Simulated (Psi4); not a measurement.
**BH3O3 (B(OH)3) at B3LYP/def2-SVPD**

Aim: the vertical ionisation energy of BH3O3 (B(OH)3) at B3LYP/def2-SVPD, from 2 runs. 

The calculation is run with Psi4 1.11.

4 further runs of the same task are left out: 2 that didn't finish, 2 set aside as unsound or not needed.

### Step 1. The structure to begin with

The species is BH3O3 (7 atoms), meant as a singlet with charge 0. SMILES: `OB(O)O`. The coordinates come from a GFN2-xTB relaxation. This is a higher conformer, about 20 kJ/mol above the lowest found by a separate search.

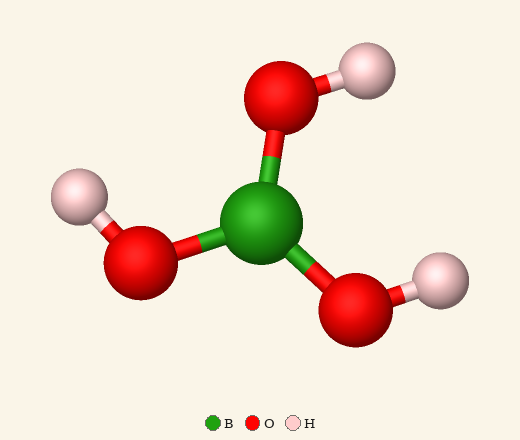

Viewed from a chosen angle; boron green, oxygen red, hydrogen pink.

### Step 2. The energy at B3LYP/def2-SVPD

File calc.dat:

```
memory 1600 mb

molecule {
  0 1
  B      0.179410    -0.132540    -0.077360
  O      1.490810    -0.199570    -0.389610
  H      1.952260     0.628070    -0.259260
  O     -0.320640     1.062710     0.374830
  H     -1.250820     1.097850     0.589780
  O     -0.562320    -1.258630    -0.232330
  H     -1.488690    -1.197890    -0.006060
  symmetry c1
}

set basis def2-SVPD
set reference rks
set puream true
set e_convergence 1e-09
set d_convergence 1e-08
set scf_type pk
set dft_radial_points 99
set dft_spherical_points 590

result, w = energy('b3lyp', return_wfn=True)
oeprop(w, 'DIPOLE', 'MAYER_INDICES', 'WIBERG_LOWDIN_INDICES', title='B3LYP')
print_variables()
```

Started as:

```
$ psi4 -i calc.dat -o calc.out -n 1
```

calc.out:

```text
[...]
  Running in c1 symmetry.
[...]
  Nuclear repulsion =  116.751213015521458
[...]
  Multiplicity = 1
[...]
  Nalpha       = 16
  Nbeta        = 16
[...]
    Number of basis functions: 113
[...]
   @RKS iter   1:  -251.88760216066248   -1.74844e-01   9.60879e-03 DIIS/ADIIS
[...]
   @RKS iter  11:  -252.33036762662368   -2.47269e-12   2.58493e-09 DIIS
[...]
    Orbital Energies [Eh]
    ---------------------
    Doubly Occupied:
       1A    -19.161608     2A    -19.157429     3A    -19.148064
       4A     -6.824546     5A     -1.053294     6A     -1.009969
       7A     -1.005403     8A     -0.604938     9A     -0.577206
      10A     -0.513578    11A     -0.437575    12A     -0.424561
      13A     -0.378562    14A     -0.357516    15A     -0.341895
      16A     -0.333622
[...]
  @RKS Final Energy:  -252.33036762662368
   => Energetics <=
    Nuclear Repulsion Energy =            116.7512130155214578
    One-Electron Energy =                -577.4707993654192251
    Two-Electron Energy =                 233.5008180551016324
    DFT Exchange-Correlation Energy =     -25.1115993318275343
    Empirical Dispersion Energy =           0.0000000000000000
    VV10 Nonlocal Energy =                  0.0000000000000000
    Total Energy =                       -252.3303676266236835
[...]
 Multipole Moments:
 ------------------------------------------------------------------------------------
     Multipole            Electronic (a.u.)      Nuclear  (a.u.)        Total (a.u.)
 ------------------------------------------------------------------------------------
 L = 1.  Multiply by 2.5417464519 to convert [e a0] to [Debye]
 Dipole X            :          0.3217148           -1.2355486           -0.9138339
 Dipole Y            :         -0.2628055            0.8385729            0.5757674
 Dipole Z            :         -0.1457681            0.5119870            0.3662188
 Magnitude           :                                                    1.1404897
[...]
```

Wall time 48 s (1 thread of Intel Xeon Platinum 8259CL at 2.50GHz (Skylake/Cascade Lake), shared host); peak memory 0.65 GiB.

### Step 3. The doublet cation

File bh3o3.dat:

```
memory 1600 MB

molecule molecule1 {
  1 2
  B      0.179410    -0.132540    -0.077360
  O      1.490810    -0.199570    -0.389610
  H      1.952260     0.628070    -0.259260
  O     -0.320640     1.062710     0.374830
  H     -1.250820     1.097850     0.589780
  O     -0.562320    -1.258630    -0.232330
  H     -1.488690    -1.197890    -0.006060
  units angstrom
  symmetry c1
}

set {
  reference uks
  puream true
  e_convergence 1e-09
  d_convergence 1e-08
  scf_type pk
  dft_radial_points 99
  dft_spherical_points 590
  maxiter 200
}

energy_value, wavefunction = energy('b3lyp/def2-SVPD', return_wfn=True)
oeprop(wavefunction, 'MULLIKEN_CHARGES', 'LOWDIN_CHARGES', 'QUADRUPOLE')
```

Started as:

```
$ psi4 bh3o3.dat bh3o3.out -n 1
```

bh3o3.out, shortened:

```text
[...]
  Running in c1 symmetry.
[...]
  Nuclear repulsion =  116.751213015521458
[...]
  Multiplicity = 2
[...]
  Nalpha       = 16
  Nbeta        = 15
[...]
    Number of basis functions: 113
[...]
   @UKS iter   1:  -251.62613985822730    8.66188e-02   7.34748e-03 ADIIS/DIIS
[...]
   @UKS iter  21:  -251.89151159301571   -9.97886e-11   7.16100e-09 DIIS
[...]
   @S^2 Observed:                7.597444927E-01
[...]
  @UKS Final Energy:  -251.89151159301571
   => Energetics <=
    Nuclear Repulsion Energy =            116.7512130155214578
    One-Electron Energy =                -568.0420110477759863
    Two-Electron Energy =                 224.2062379170943416
    DFT Exchange-Correlation Energy =     -24.8069514778555060
    Empirical Dispersion Energy =           0.0000000000000000
    VV10 Nonlocal Energy =                  0.0000000000000000
    Total Energy =                       -251.8915115930157071
[...]
 Multipole Moments:
 ------------------------------------------------------------------------------------
     Multipole            Electronic (a.u.)      Nuclear  (a.u.)        Total (a.u.)
 ------------------------------------------------------------------------------------
 L = 1.  Multiply by 2.5417464519 to convert [e a0] to [Debye]
 Dipole X            :          0.8117070           -1.2355486           -0.4238416
 Dipole Y            :         -0.3381443            0.8385729            0.5004286
 Dipole Z            :         -0.2765029            0.5119870            0.2354840
 Magnitude           :                                                    0.6967950
 L = 2.  Multiply by 1.3450342976 to convert [e a0^2] to [Debye ang]
 Quadrupole XX       :       -105.0136318          100.4393459           -4.5742860
 Quadrupole XY       :         -6.9115464            9.2016514            2.2901050
[...]
  Mulliken Charges: (a.u.)
   Center  Symbol    Alpha    Beta     Spin     Total
       1     B     1.99368  2.09928 -0.10560  0.90704
       2     O     4.36658  3.70874  0.65784 -0.07532
       3     H     0.35645  0.37704 -0.02059  0.26651
       4     O     4.16506  3.98606  0.17900 -0.15113
       5     H     0.42673  0.43394 -0.00720  0.13933
       6     O     4.27077  3.96215  0.30862 -0.23292
       7     H     0.42072  0.43279 -0.01207  0.14649
   Total alpha = 16.00000, Total beta = 15.00000, Total charge =  1.00000
  Lowdin Charges: (a.u.)
[...]
```

Run time: 94 s. Hardware: 1 thread of Intel Xeon Platinum 8259CL at 2.50GHz (Skylake/Cascade Lake), shared host; peak memory 0.65 GiB.

### Step 4. Results

Level: B3LYP/def2-SVPD.

| quantity | value |
| --- | --- |
| singlet BH3O3: total energy | -252.33037 Eh |
| singlet BH3O3: dipole moment | 2.90 D |
| singlet BH3O3: HOMO energy | -9.08 eV |
| singlet BH3O3: LUMO energy | -0.75 eV |
| singlet BH3O3: HOMO–LUMO gap | 8.33 eV |
| doublet cation: total energy | -251.89151 Eh |
| doublet cation: HOMO energy (highest over α and β) | -15.74 eV |
| doublet cation: LUMO energy (lowest over α and β) | -14.81 eV |
| doublet cation: ⟨S²⟩ | 0.760 |
| vertical ionisation energy (to the doublet cation) | 11.942 eV |

In words: The vertical ionisation energy comes to 11.94 eV (275 kcal/mol). −ε(HOMO) before ionisation, 9.08 eV, is 2.86 eV below this ionisation energy.
